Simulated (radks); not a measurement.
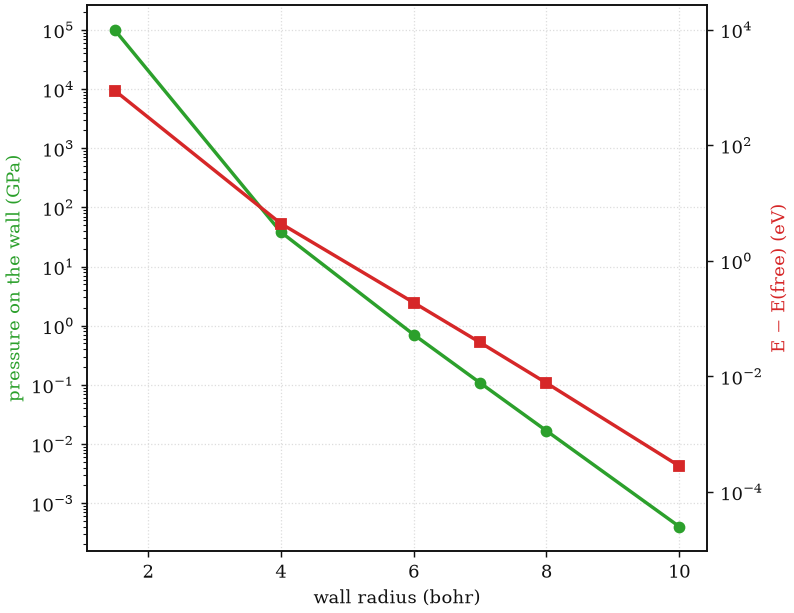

Mo⁺ (Z = 42, 41 electrons); electrons: [Kr] 4d5 (high spin). It is put inside a hard spherical wall of varying radius. Level of theory: scalar-relativistic Kohn-Sham, LDA (Slater exchange, VWN5 correlation), spin-polarised, spherical densities, finite nucleus. Computed with the in-house radial solver radks. The plot shows the pressure on the wall (left axis) and the energy above the free species (right axis).

### How do pressure and energy grow as the wall closes in?

The pressure grows from 0.00040 GPa at 10 bohr through 0.11 GPa at 7 bohr to 99000 GPa at 1.5 bohr, and the energy above the free species from 0.000280 eV through 0.0385 eV to 877.6 eV. The pressure is −dE/dV with V = 4πR³/3.
